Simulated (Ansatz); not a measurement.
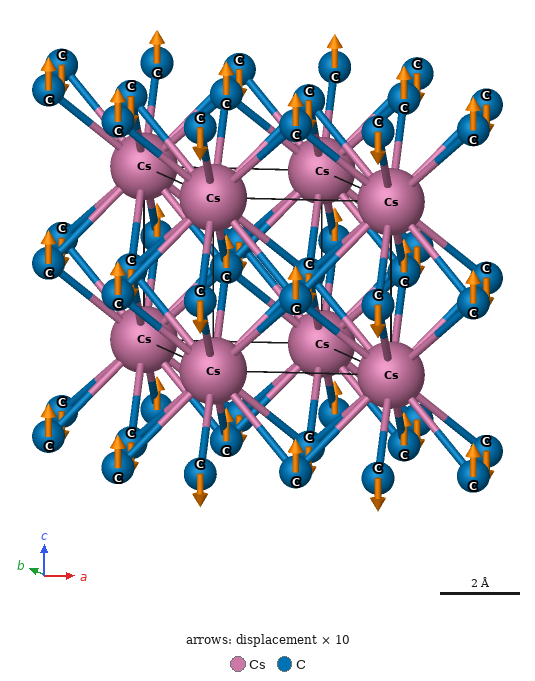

This is a relaxation of solid CsC2 (a generated structure, set up in P-3m1) (coarse preliminary run). The starting structure is drawn; orange arrows show the displacements (the part carried along by the change of the cell is left out), 10 times their true length.

The picture is a ball-and-stick view of the cell of the calculation, seen slightly off an axis.

Computed with DFT PBE, scalar-relativistic, plane waves, PAW in Ansatz 0.2.0. Set-up: plane-wave cutoff 420 eV; k-point mesh 6 × 6 × 4; occupations gaussian; smearing width 0.1 eV; collinear spin; cell and atoms relaxed; force threshold 0.04 eV/Å; at most 70 steps.

### Which element moves most?

Carbon: up to 0.086 Å, against 0.000 Å for caesium.

### Describe the change and its energy.

Over 10 accepted moves (13 points after the start) the energy falls by 1656 meV per atom. The largest force component goes from 0.3 to 0.00025 eV/Å. The pressure goes from −5.89 to 0.14 GPa. The line search rejected the trial step at point 9 of the run. The SCF was repeated twice at an unchanged geometry on a basis and grid sized afresh for the cell, which shifted the energy by 11.0 meV per atom at most. The largest moves relative to the cell, 0.086 Å, are those of C atoms. Cs stays in place. The volume changes by −48.2 %, with a = b 4.536 → 2.946 Å (−35.0 %), c 4.466 → 5.483 Å (+22.8 %). Some distances before and after: Cs–Cs 4.536 → 2.946 Å, C–C 2.623 → 1.701 Å, C–Cs 3.487 → 3.226 Å, C–Cs 3.396 → 3.226 Å. Bond angles that change, for instance: Cs–C–Cs 80.9° → 116.4°, Cs–C–Cs 135.2° → 149.4°. The space group (tolerance 0.01 Å) goes from P-3m1 (No. 164) to P6/mmm (No. 191). The program noted that the starting moments weren't kept. The run may lie on a higher electronic state than the lowest, so the end point isn't shown to be the ground-state structure. Cost: 3.1 min on 1 thread of Arm Neoverse N1, with other jobs on the host, peak memory 0.41 GiB.
